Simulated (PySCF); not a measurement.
# CH3NOSi: the cost of one run

Programs: PySCF 2.14.0, with density-fitted response routines of our own. Each step states its level of theory. These are calculated values for one molecule in the gas phase, unless marked as measured. Atoms count from 0, in the outputs and in this text.

## (1) Starting geometry

7 atoms, charge 0, multiplicity 1; geometry from: PBE0-D3(BJ)/def2-SVP.

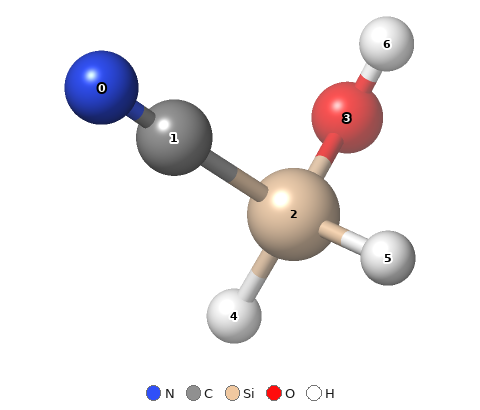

As it starts; nitrogen blue, carbon grey, silicon light orange, oxygen red, hydrogen white, atoms numbered.

## (2) Nuclear shieldings: HF/pcSseg-2

The job: settings as JSON, then the geometry in Å.

```
{"job": {"kind": "nmr", "xc": "HF", "basis": "pcSseg-2", "pop": false}, "charge": 0, "multiplicity": 1}
N      2.546130    -0.484756     0.206930
C      1.455516    -0.110281     0.082557
Si    -0.315237     0.454143    -0.096127
O     -1.288811    -0.844504    -0.400203
H     -0.388322     1.348863    -1.272102
H     -0.639434     1.155774     1.175528
H     -1.335742    -1.548338     0.253582
```

Level: GIAO HF/pcSseg-2 NMR shielding, non-relativistic, gas phase.

Launch:

```
$ OMP_NUM_THREADS=1 python probes_run.py task.json out
```

One launch serves the whole session: the jobs run in the order shown.

**Question.** How long does this first job take on 1 thread of Arm Neoverse N1, shared host, and how much memory does it need?

About 11 s, with a peak of 0.75 GiB.
